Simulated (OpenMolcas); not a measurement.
# Energy and gradient calculation, with input and output: BF

System: BF (13768-60-0), SMILES [B]F.
Method: HF/3-21G, RHF (OpenMolcas 26.06).

The geometry comes from this level: GFN2-xTB.

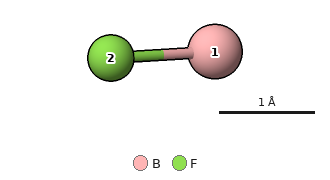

Fig. 1: The structure (ball-and-stick view, seen at a tilt; atoms are numbered from 1 in the order of the input).

### Input
```
* BF Hartree-Fock
>>> EXPORT MOLCAS_PRINT=2
&GATEWAY
BASLIB=$CurrDir
COORD
2
angstrom
B        0.000000       0.000000       0.000000
F        0.000000       0.000000       1.244390
BASIS=3-21G
GROUP=NoSym
&SEWARD
&SCF
THRESHOLDS=1e-10 1e-07 1e-07 1e-05
PRORBITALS=0
&ALASKA
```

Machine: 1 thread of Arm Neoverse N1, 24 GiB of memory available, shared host.

Launched with:
```bash
export MOLCAS_MEM=1860
pymolcas calc.inp > calc.log
```

### The program's output
```
--- Start Module: gateway ---

                                              &GATEWAY

                       available to each process: 1.9 GB of memory, 1 thread

 Basis Set     1 Label: B.3-21G
 Basis set is read from library:.
 basistype.tbl is not found

 Basis Set     2 Label: F.3-21G
 Basis set is read from library:.
 basistype.tbl is not found

++    Symmetry information:
      ---------------------

                    Character Table for C1

                             E
                    a        1  x, y, xy, Rz, z, xz, Ry, yz, Rx, I
--

++    Basis set information:
      ----------------------

      Basis set label: B.3-21G.........

      Electronic valence basis set:
      ------------------
      Associated Effective Charge   5.000000 au
      Associated Actual Charge      5.000000 au
      Nuclear Model: Point charge

      Shell  nPrim  nBasis  Cartesian Spherical Contaminant
         s       6       3        X
         p       3       2        X

      Basis set label: F.3-21G.........

      Electronic valence basis set:
      ------------------
      Associated Effective Charge   9.000000 au
      Associated Actual Charge      9.000000 au
      Nuclear Model: Point charge

      Shell  nPrim  nBasis  Cartesian Spherical Contaminant
         s       6       3        X
         p       3       2        X
--

++    Molecular structure info:
      -------------------------

                    ************************************************
                    **** Cartesian Coordinates / bohr, angstrom ****
                    ************************************************

     Center  Label                x              y              z                     x              y              z
        1      B1               0.000000       0.000000       0.000000              0.000000       0.000000       0.000000
        2      F2               0.000000       0.000000       2.351556              0.000000       0.000000       1.244390
--

            Nuclear Potential Energy             19.13626313 au

--- Stop Module: gateway /rc=_RC_ALL_IS_WELL_ ---

--- Start Module: seward ---

                                              &SEWARD

                       available to each process: 1.9 GB of memory, 1 thread

               SEWARD will generate:
                  Multipole Moment integrals up to order  2
                  Kinetic Energy integrals
                  Nuclear Attraction integrals (point charge)
                  One-Electron Hamiltonian integrals
                  Velocity integrals
                  Orbital angular momentum around (  0.0000   0.0000   1.4888 )
                  Velocity quadrupole around (  0.0000   0.0000   1.4888 )
                  Two-Electron Repulsion integrals

                   Integrals are discarded if absolute value <: 1.00E-14
                   Integral cutoff threshold is set to       <: 1.00E-16

            Nuclear Potential Energy             19.13626313 au

      Basis set specifications :
      Symmetry species         a
      Basis functions           18

--- Stop Module: seward /rc=_RC_ALL_IS_WELL_ ---

--- Start Module: scf ---

                                                &SCF

                       available to each process: 1.9 GB of memory, 1 thread

++    Input section:
      --------------

      Header of the integral files:

      Cartesian coordinates in angstrom:
      -----------------------------------------------------
      No.  Label        X            Y            Z
      -----------------------------------------------------
       1   B1         0.00000000   0.00000000   0.00000000
       2   F2         0.00000000   0.00000000   1.24439000
      -----------------------------------------------------
      Nuclear repulsion energy =   19.13626313
--

++    Orbital specifications:
      -----------------------

      Symmetry species               1
                                     a
      Frozen orbitals                0
      Occupied orbitals              7
      Secondary orbitals            11
      Deleted orbitals               0
      Total number of orbitals      18
      Number of basis functions     18
--

      Molecular charge                           0.000

++    Optimization specifications:
      ----------------------------

      SCF Algorithm: Conventional
      Minimized density differences are used
      Number of density matrices in core                 5
      Maximum number of NDDO SCF iterations            400
      Maximum number of HF SCF iterations              400
      Threshold for SCF energy change             1.00E-10
      Threshold for density matrix                1.00E-07
      Threshold for Fock matrix                   1.00E-07
      Threshold for linear dependence             1.00E-09
      Threshold at which DIIS is turned on        1.50E-01
      Maximum depth in the DIIS procedure                5
      Maximum depth in the BFGS Hessian update          30
      Threshold at which QNR/C2DIIS is turned on  7.50E-02
      Threshold for Norm(delta) (QNR/C2DIIS)      1.00E-05
      All orbitals punched on: SCFORB
--

      Input vectors read from INPORB
      Orbital file label: *Guess orbitals

++ Convergence information
                                   SCF        iterations: Energy and convergence statistics

Iter     Tot. SCF        One-elec.       Two-elec.     Energy      Max Dij or  Max Fij      DNorm      TNorm      AccCon     Time
         Energy          Energy          Energy        Change      Delta Norm                                                in Sec.
   1  -123.350136033  -209.102219025    66.615819864   0.00E+00    1.63E-01*   2.07E-01*    4.65E+00   4.14E+01   None         0.
   2  -123.423021737  -208.021412541    65.462127675  -7.29E-02*   4.58E-02*   4.04E-02*    8.83E-01   4.11E+01   EDIIS        0.
   3  -123.427990163  -208.712666574    66.148413282  -4.97E-03*   1.62E-02*   1.46E-02*    2.01E-01   4.13E+01   c2DIIS       0.
   4  -123.429562197  -208.415549734    65.849724409  -1.57E-03*   4.39E-03*   2.69E-03*    3.12E-02   4.12E+01   QNRc2DIIS    0.
   5  -123.429617587  -208.448060122    65.882179407  -5.54E-05*   1.93E-03*   1.82E-03*    2.84E-03   4.12E+01   QNRc2DIIS    0.
   6  -123.429625884  -208.431347474    65.865458462  -8.30E-06*   3.75E-04*   2.52E-04*    5.33E-04   4.12E+01   QNRc2DIIS    0.
   7  -123.429626354  -208.434655121    65.868765638  -4.70E-07*   1.56E-04*   5.01E-05*    1.38E-04   4.12E+01   QNRc2DIIS    0.
   8  -123.429626388  -208.434926462    65.869036945  -3.40E-08*   1.00E-05*   4.78E-06*    7.47E-05   4.12E+01   QNRc2DIIS    0.
   9  -123.429626388  -208.434914401    65.869024884  -1.47E-10*   5.10E-07    4.41E-07*    2.23E-05   4.12E+01   QNRc2DIIS    0.
  10  -123.429626388  -208.434913731    65.869024214  -5.12E-13    1.01E-07    5.57E-08     1.09E-04   4.12E+01   QNRc2DIIS    0.

       Convergence after  10 Iterations
--

 *****************************************************************************************************************************
 *                                             SCF/KS-DFT Program, Final results                                             *
 *                                                       Final Results                                                       *
 *****************************************************************************************************************************

::    Total SCF energy                               -123.4296263885
      One-electron energy                            -208.4349137310
      Two-electron energy                              65.8690242140
      Nuclear repulsion energy                         19.1362631285
      Kinetic energy (interpolated)                   123.0393678324
      Virial theorem                                    1.0031718186
      Total spin, S(S+1)                                0.0000000000
      Total spin, S                                     0.0000000000
      Max non-diagonal density matrix element           0.0000001005
      Max non-diagonal Fock matrix element              0.0000000118

      No orbitals printed

++    Molecular charges:
      ------------------

      Mulliken charges per centre
      ---------------------------

                B1      F2
      Total    4.6584  9.3416

      N-E      0.3416 -0.3416

      Total electronic charge=   14.000000

      Total            charge=   -0.000000
--

++    Molecular properties:
      ---------------------

      Charge (e):
                      =   -0.0000
      Dipole Moment (debye):
      Origin of the operator (angstrom)=    0.0000    0.0000    0.7878
                   X= -1.3823E-15               Y= -2.8174E-16               Z=  8.6787E-01           Total=  8.6787E-01
      Quadrupole Moment (debye*angstrom):
      Origin of the operator (angstrom)=    0.0000    0.0000    0.7878
                  XX= -9.9739E+00              XY=  5.5792E-16              XZ=  1.3682E-15              YY= -9.9739E+00
                  YZ=  4.4308E-16              ZZ= -1.5023E+01
      In traceless form (debye*angstrom)
                  XX=  2.5244E+00              XY=  8.3687E-16              XZ=  2.0523E-15              YY=  2.5244E+00
                  YZ=  6.6461E-16              ZZ= -5.0489E+00
--

--- Stop Module: scf /rc=_RC_ALL_IS_WELL_ ---

--- Start Module: alaska ---

                                              &ALASKA

                       available to each process: 1.9 GB of memory, 1 thread

                     Threshold for contributions to the gradient: 1.000E-07

                    ********************************************
                    * Symmetry Adapted Cartesian Displacements *
                    ********************************************

           Irreducible representation : a
           Basis function(s) of irrep: x, y, xy, Rz, z, xz, Ry, yz, Rx, I

 Basis Label        Type   Center Phase
   1   B1           x         1     1
   2   B1           y         1     1
   3   B1           z         1     1
   4   F2           x         2     1
   5   F2           y         2     1
   6   F2           z         2     1

                     No automatic utilization of translational and rotational invariance of the energy is employed.

 Conventional ERI gradients!

 **************************************************
 *              Molecular gradients               *
 **************************************************

  Irreducible representation: a
 ------------------------------------------------------------------------------------------
                              X                       Y                       Z
 ------------------------------------------------------------------------------------------
  B1               -2.10053232949058E-16    2.82343488601515E-16    7.62348740522327E-02
  F2                2.10053232949058E-16   -2.82343488601515E-16   -7.62348740522292E-02
 ------------------------------------------------------------------------------------------

--- Stop Module: alaska /rc=_RC_ALL_IS_WELL_ ---

.##################.
.# Happy landing! #.
.##################.

    Timing: Wall=2.45 User=1.80 System=0.52
```

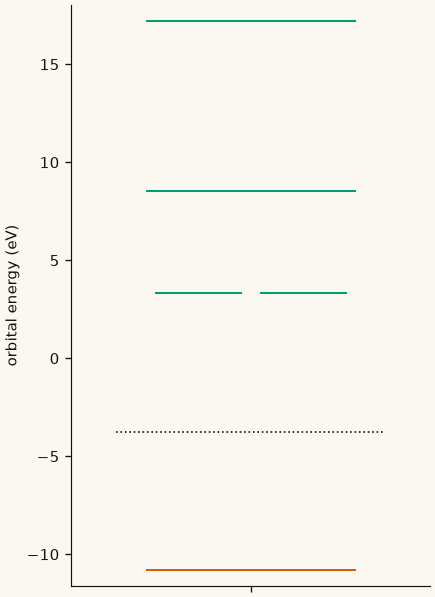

Fig. 2: Orbital energies near the frontier; the dotted line parts filled from empty levels, and levels within 0.02 eV of each other stand side by side. Highest filled −10.82 eV, lowest empty 3.34 eV, 14.16 eV apart.

### Results in brief

```csv
quantity,value
outcome,converged
total energy,−123.429626 hartree
basis functions,18
largest force,3.920 eV/Å
HOMO,−10.82 eV
LUMO,3.34 eV
dipole moment,0.87 debye
wall time,2.8 s
peak memory,0.37 GiB
```
